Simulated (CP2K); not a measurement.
# Two attempts at CH7BClN (SMILES C[NH2+][BH2-]Cl)

Aim: energy and gradient of CH7BClN at GFN2-xTB.

Program for the calculation: CP2K 2026.2.

2 further runs of the same task are left out: 2 set aside as unsound or not needed.

## Step 1: Starting point

CH7BClN: 11 atoms, total charge 0, spin state singlet. SMILES: `C[NH2+][BH2-]Cl`. Geometry: relaxed at GFN2-xTB. This is one conformer, not always the lowest.

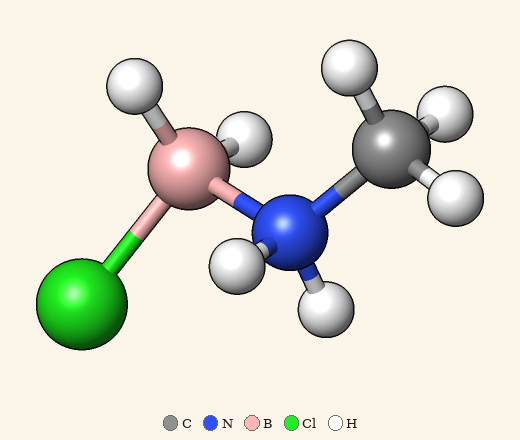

The structure, seen from a chosen angle (carbon grey, nitrogen blue, boron pink, chlorine green, hydrogen white).

## Step 2: The input as first written

molecule.pdb

```
HETATM    1 C    MOL A   1      -0.118   1.344   0.181  1.00  0.00           C
HETATM    2 N    MOL A   1      -0.423   0.014  -0.343  1.00  0.00           N
HETATM    3 B    MOL A   1       0.532  -1.195   0.188  1.00  0.00           B
HETATM    4 Cl   MOL A   1      -0.196  -2.637  -0.705  1.00  0.00          CL
HETATM    5 H    MOL A   1      -0.191   1.324   1.266  1.00  0.00           H
HETATM    6 H    MOL A   1      -0.799   2.100  -0.212  1.00  0.00           H
HETATM    7 H    MOL A   1       0.904   1.606  -0.085  1.00  0.00           H
HETATM    8 H    MOL A   1      -0.352  -0.005  -1.359  1.00  0.00           H
HETATM    9 H    MOL A   1      -1.374  -0.264  -0.108  1.00  0.00           H
HETATM   10 H    MOL A   1       1.637  -0.985  -0.181  1.00  0.00           H
HETATM   11 H    MOL A   1       0.380  -1.302   1.358  1.00  0.00           H
END
```

qs.inp

```
&GLOBAL
  PROJECT_NAME qs
  RUN_TYPE ENERGY_FORCE
  PRINT_LEVEL MEDIUM
&END GLOBAL

&FORCE_EVAL
  METHOD QUICKSTEP
  &DFT
    CHARGE 1
    MULTIPLICITY 1
    ! Quickstep
    &QS
      METHOD XTB
      EPS_DEFAULT 1.0E-10
      &XTB
        GFN_TYPE TBLITE
        &TBLITE
          METHOD GFN2
        &END TBLITE
        CHECK_ATOMIC_CHARGES F
      &END XTB
    &END QS
    ! cluster boundary conditions
    &POISSON
      PERIODIC NONE
      POISSON_SOLVER ANALYTIC
    &END POISSON
    &SCF
      SCF_GUESS ATOMIC
      EPS_SCF 1.0E-06
      MAX_SCF 150
      ADDED_MOS 8
      &DIAGONALIZATION
        ALGORITHM STANDARD
      &END DIAGONALIZATION
      &MIXING
        METHOD DIRECT_P_MIXING
        ALPHA 0.4
      &END MIXING
    &END SCF
    ! extra output
    &PRINT
      &MOMENTS
        PERIODIC F
        REFERENCE COM
        MAX_MOMENT 1
      &END MOMENTS
      &MO ON
        ENERGIES T
        OCCUPATION_NUMBERS T
        NDIGITS 6
        &EACH
          QS_SCF 0
        &END EACH
        ADD_LAST NUMERIC
      &END MO
      &HIRSHFELD OFF
      &END HIRSHFELD
    &END PRINT
  &END DFT
  &SUBSYS
    &CELL
      ABC [angstrom] 19 20.7 18.7
      PERIODIC NONE
    &END CELL
    &TOPOLOGY
      COORD_FILE_NAME molecule.pdb
      COORD_FILE_FORMAT PDB
      CONN_FILE_FORMAT OFF
      &CENTER_COORDINATES
      &END CENTER_COORDINATES
    &END TOPOLOGY
  &END SUBSYS
  &PRINT
    &FORCES ON
    &END FORCES
  &END PRINT
&END FORCE_EVAL
```

Run with:

```sh
OMP_NUM_THREADS=1 cp2k.psmp qs.inp > qs.out
```

Output:

```text
CP2K| version string:                                       CP2K version 2026.2
[...]
 GLOBAL| Method name                                                        CP2K
[...]
 GLOBAL| Run type                                                   ENERGY_FORCE
[...]
                             - Atoms:                                         11
[...]
                             - Spherical basis functions:                     28
[...]
 Number of electrons:                                                         25
[...]
  *** SCF run converged in    17 steps ***
[...]
  Fermi energy:                                                -0.60468644459361
[...]
 TB_DIPOLE| Moment [Debye]          0.18562061       4.21167940       1.02105711
 TB_DIPOLE| Derivative [a.u.]       0.00000000       0.00000000       0.00000000
[...]
 ENERGY| Total FORCE_EVAL ( QS ) energy [hartree]            -13.971422561044827
 FORCES| Atomic forces [hartree/bohr]
 FORCES|   Atom     x               y               z               |f|
 FORCES|      1  1.92997733E-03  5.94259981E-03  2.71138246E-03   6.81108654E-03
 FORCES|      2  9.07308573E-03 -1.46341956E-02  4.04509605E-03   1.76873787E-02
 FORCES|      3 -2.45267359E-02  2.69557512E-03 -1.91576331E-02   3.12384668E-02
 FORCES|      4  9.75861860E-03  1.41772173E-03  8.28997225E-03   1.28827098E-02
 FORCES|      5 -5.65495463E-04  1.82966740E-03  5.67741944E-05   1.91590481E-03
 FORCES|      6  1.20941047E-03 -1.21422993E-03  6.01748879E-04   1.81635066E-03
 FORCES|      7 -7.45251237E-04  1.78836853E-03 -7.48911787E-05   1.93888372E-03
 FORCES|      8 -1.83310045E-03  4.31542950E-03 -3.12987570E-03   5.63731416E-03
 FORCES|      9 -4.50047386E-03  3.68458347E-03 -8.32208745E-05   5.81698771E-03
 FORCES|     10  2.29083133E-03 -3.62217032E-03  6.97707644E-03   8.18826121E-03
 FORCES|     11  7.90913350E-03 -2.20334974E-03 -2.36429383E-04   8.21371059E-03
 FORCES| Sum     2.02962647E-16  4.16333634E-17 -1.23626153E-16
 FORCES| Total atomic force                                       2.41268727E-16
[...]
```

Wall time 0.44 s (1 thread of Arm Neoverse N1, shared host); peak memory 0.14 GiB.

## Step 3: What went wrong

It ran to the end. The result can't be trusted all the same.

Cause: the electron count doesn't fit the spin or reference typed: an even count needs an odd multiplicity, an odd count an even one. To mend it: charge 0 in place of 1. That is the species meant; for the charge typed, the multiplicity would have to change.

## Step 4: Second attempt

molecule.pdb is that of step 2.

calc.inp

```
&GLOBAL
   PROJECT_NAME calc
   RUN_TYPE ENERGY_FORCE
   PRINT_LEVEL MEDIUM
&END GLOBAL
&FORCE_EVAL
   METHOD Quickstep
   &DFT
      CHARGE 0
      MULTIPLICITY 1
      &QS
         METHOD XTB
         EPS_DEFAULT 1.0E-10
         &XTB
            GFN_TYPE TBLITE
            &TBLITE
               METHOD GFN2
            &END TBLITE
            CHECK_ATOMIC_CHARGES F
         &END XTB
      &END QS
      &POISSON
         PERIODIC NONE
         POISSON_SOLVER ANALYTIC
      &END POISSON
      &SCF
         SCF_GUESS ATOMIC
         EPS_SCF 1.0E-06
         MAX_SCF 150
         ADDED_MOS 8
         &DIAGONALIZATION
            ALGORITHM STANDARD
         &END DIAGONALIZATION
         &MIXING
            METHOD DIRECT_P_MIXING
            ALPHA 0.4
         &END MIXING
      &END SCF
      &PRINT
         &MOMENTS
            PERIODIC F
            REFERENCE COM
            MAX_MOMENT 1
         &END MOMENTS
         &MO ON
            ENERGIES T
            OCCUPATION_NUMBERS T
            NDIGITS 6
            &EACH
               QS_SCF 0
            &END EACH
            ADD_LAST NUMERIC
         &END MO
         &HIRSHFELD OFF
         &END HIRSHFELD
      &END PRINT
   &END DFT
   &SUBSYS
      &CELL
         ABC [angstrom] 19 20.7 18.7
         PERIODIC NONE
      &END CELL
      &TOPOLOGY
         COORD_FILE_NAME molecule.pdb
         COORD_FILE_FORMAT PDB
         CONN_FILE_FORMAT OFF
         &CENTER_COORDINATES
         &END CENTER_COORDINATES
      &END TOPOLOGY
   &END SUBSYS
   &PRINT
      &FORCES ON
      &END FORCES
   &END PRINT
&END FORCE_EVAL
```

Run with:

```sh
OMP_NUM_THREADS=1 cp2k.psmp -i calc.inp -o calc.out
```

Output:

```text
CP2K| version string:                                       CP2K version 2026.2
[...]
 GLOBAL| Method name                                                        CP2K
[...]
 GLOBAL| Run type                                                   ENERGY_FORCE
[...]
                             - Atoms:                                         11
[...]
                             - Spherical basis functions:                     28
[...]
 Number of electrons:                                                         26
[...]
  *** SCF run converged in    15 steps ***
[...]
  Fermi energy:                                                -0.07873697764107
[...]
 TB_DIPOLE| Moment [Debye]         -1.50645420       6.73251962       0.15731466
 TB_DIPOLE| Derivative [a.u.]       0.00000000       0.00000000       0.00000000
[...]
 ENERGY| Total FORCE_EVAL ( QS ) energy [hartree]            -14.455519064940971
 FORCES| Atomic forces [hartree/bohr]
 FORCES|   Atom     x               y               z               |f|
 FORCES|      1  5.25325844E-05  2.14287898E-04 -7.39065701E-06   2.20756874E-04
 FORCES|      2  5.21782241E-04  2.39287860E-04  1.39768441E-04   5.90805047E-04
 FORCES|      3 -9.60487410E-05 -6.83805177E-06  2.23528239E-04   2.43386510E-04
 FORCES|      4 -4.33221880E-05 -9.37542160E-05 -1.34808190E-05   1.04155641E-04
 FORCES|      5 -1.96494417E-05 -8.30112027E-05  2.05592769E-04   2.22587841E-04
 FORCES|      6  3.37439819E-05 -6.84163123E-05 -1.12161441E-04   1.35645262E-04
 FORCES|      7 -1.04700209E-04 -8.24625563E-05 -4.36466390E-05   1.40239923E-04
 FORCES|      8 -5.85436640E-05 -7.08229795E-05 -1.71134179E-04   1.94242534E-04
 FORCES|      9 -4.15941869E-04 -1.18833410E-04  5.31218566E-05   4.35833625E-04
 FORCES|     10  8.27428113E-05  4.07922784E-05  2.90505518E-05   9.67177199E-05
 FORCES|     11  4.74044939E-05  2.97706931E-05 -3.03248122E-04   3.08371374E-04
 FORCES| Sum     4.85993624E-17 -2.14129929E-18 -3.12250226E-17
 FORCES| Total atomic force                                       5.78055812E-17
[...]
```

Run time: 0.46 s. Hardware: 1 thread of Arm Neoverse N1, shared host; peak memory 0.14 GiB.

## Step 5: Summary of results

At GFN2-xTB:

| quantity | value |
| --- | --- |
| total energy | -14.45552 Eh |
| dipole moment (from atomic charges alone) | 6.90 D |
| HOMO energy | -9.96 eV |
| LUMO energy | -1.25 eV |
| HOMO–LUMO gap | 8.72 eV |
| largest force on an atom | 0.030 eV/Å |

The dipole comes from point charges on the atoms alone, without atomic dipoles, so it is partial.
